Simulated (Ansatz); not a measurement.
Consider AlCl$_{2}$FH$_{2}$.

Input

```
crystal:
  periodic: [false, false, false]
  atoms:
    - { symbol: Al, position_ang: [0.027578, -0.552064, -0.51147] }
    - { symbol: F, position_ang: [0.011608, -0.147633, 2.337184] }
    - { symbol: Cl, position_ang: [1.823506, 0.263718, -1.211769] }
    - { symbol: Cl, position_ang: [-1.803032, 0.221582, -1.168419] }
    - { symbol: H, position_ang: [0.053553, -1.826082, 0.397288] }
    - { symbol: H, position_ang: [0.022686, -1.04302, 2.088386] }
basis:
  gaussian: { orbitals: def2-SVP }
hamiltonian:
  xc: b3lyp
  dispersion: d4
relax:
  f_tol: 0.03
  max_steps: 50
output:
  orbitals: {}
```

Run with:

```sh
ansatz run input.yaml --threads 1 --pin off --max-ram 2048MiB --backend cpu --events-out ev --progress --plain --runs-dir out
```

The fields are those of the run's last geometry, not of the input's.

Theory: RKS B3LYP-D4/def2-SVP in Ansatz.

What can the converged electron density and electron localisation function tell about the bonding?

Answer. Al–F (2.05 Å): ρ is about 0.3 e/Å³ halfway; the ELF peaks at about 0.90 in the valence shell of F, 0.5 Å from its nucleus, and is about 0.30 at the midpoint.
Al–Cl (2.11 Å): ρ is about 0.69 e/Å³ halfway; the ELF peaks at about 0.90 in the valence shell of Cl, 0.9 Å from its nucleus, and is about 0.80 at the midpoint.

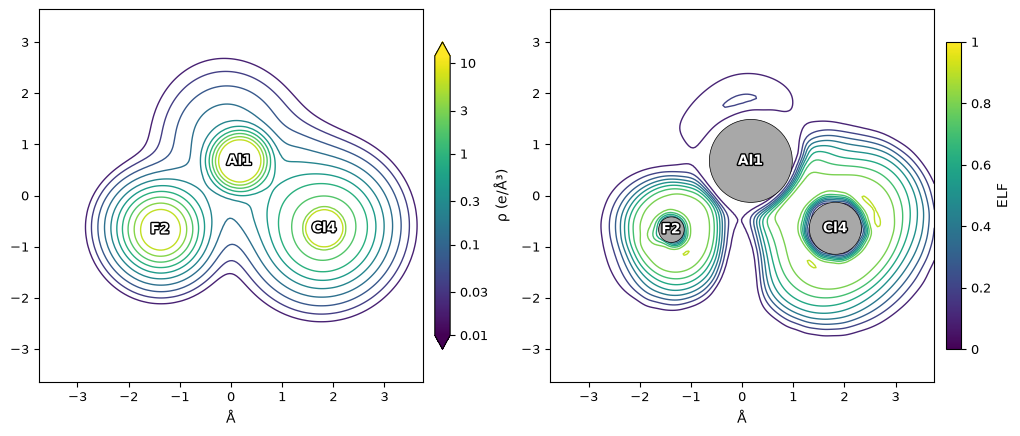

Computed electron density and electron localisation function on the plane of atoms F2, Al1 and Cl4, in this order. Grey discs cover the atomic cores in the ELF map. 
